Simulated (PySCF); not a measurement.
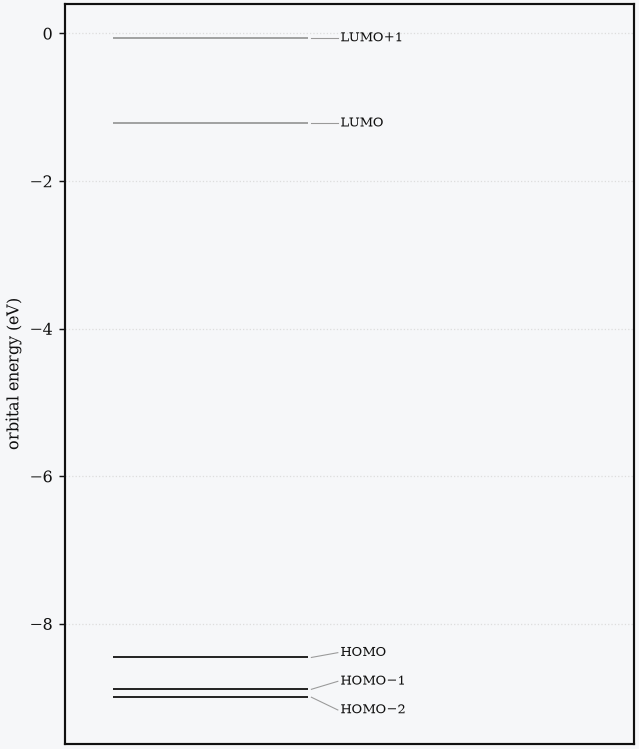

Kohn-Sham orbital energies near the frontier, CAM-B3LYP/def2-SVPD, PySCF 2.14.0, at a PBE0-D3(BJ)/def2-SVP geometry (no frequency check), isolated molecule; empty levels in grey, levels within 0.03 eV side by side.

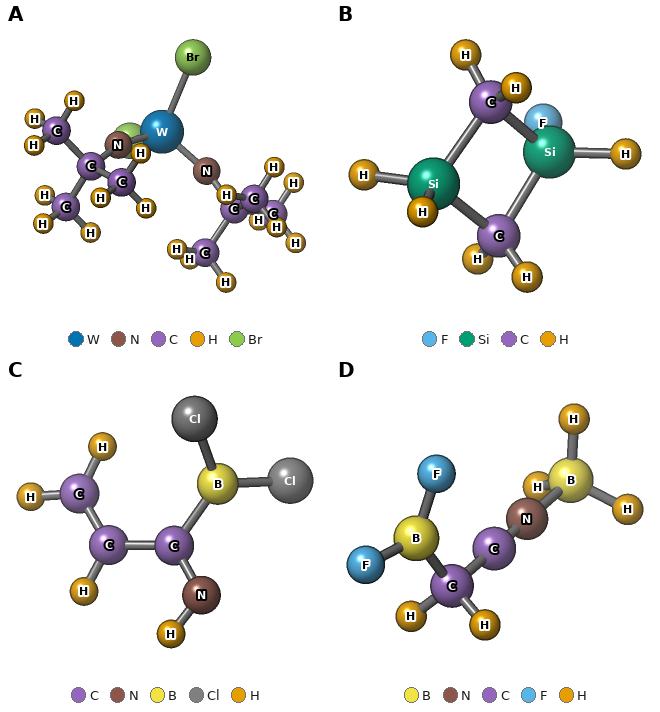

### Which molecule has this level scheme? Choose among the lettered structures.

Structure A, C₈H₁₈Br₂N₂W, SMILES CC(C)(C)[N]=[W]([Br])([Br])=[N]C(C)(C)C, singlet. HOMO −8.46 eV, LUMO −1.22 eV, separation 7.24 eV.

Caveats: effective core potentials, which hold scalar relativity, on atoms heavier than Kr; spin-orbit coupling is left out, and with Br and W it can shift these levels and split any degenerate set; empty levels above zero depend strongly on the basis.
